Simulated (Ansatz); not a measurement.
All values below come from PBE (plane waves to 420 eV, PAW; Ansatz, an electronic-structure program).

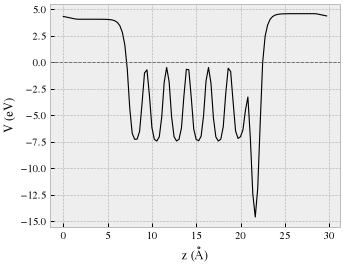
Fig. 1. Planar average of the electrostatic potential across the slab, in eV from the Fermi level, for a constructed model of the (111) surface of fcc Al, a pseudomorphic layer of Co in the host's stacking (bottom of the slab: a bare face, its two planes held)…

Set-up: 7 atoms, 13.7 Å thick at the start with caps and adatoms (thin: gaps and levels are the slab's own); mesh 15x15x1; 0.1 eV smearing; dipole correction on; 2 atoms held, the rest relaxed; held to the start's symmetry, so lower structures may exist; spin-polarised, ending with about 1.1 μB a cell; orders that need a larger cell were not tried, no spin-orbit, no U. In PBE it is, or lies within 0.01 eV a 1x1 cell of, the lowest of the 2 structures of its composition computed so far; subsurface sites and larger cells were not tried.

The vacuum level lies 4.60 eV above the Fermi level over the top face and 4.07 eV above it under the bottom face.
